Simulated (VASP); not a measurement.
Band structure of Te (trig). Calculation: PW91 GGA, VASP's PBE PAW potentials (set 64) (plane waves; VASP).

Unless said otherwise, spin-orbit coupling is left out, though it shifts the bands of the heavy elements here.

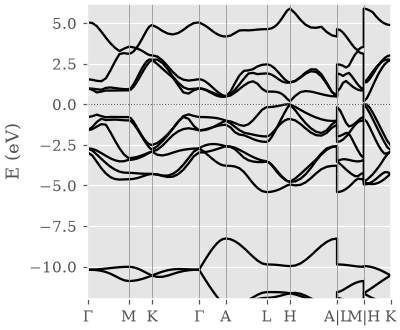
Fig. 1. Bands along high-symmetry lines, zero at the valence-band maximum or, without a gap, the Fermi level

Task: Read the plot: is there a gap, and where are the band edges?

Result: The gap is indirect, 0.19 eV, from the valence maximum at L-H at 0.89 to the conduction minimum at H. (Edges off the drawn lines would not show.)

The compound is Te in the trig structure. It was relaxed first.
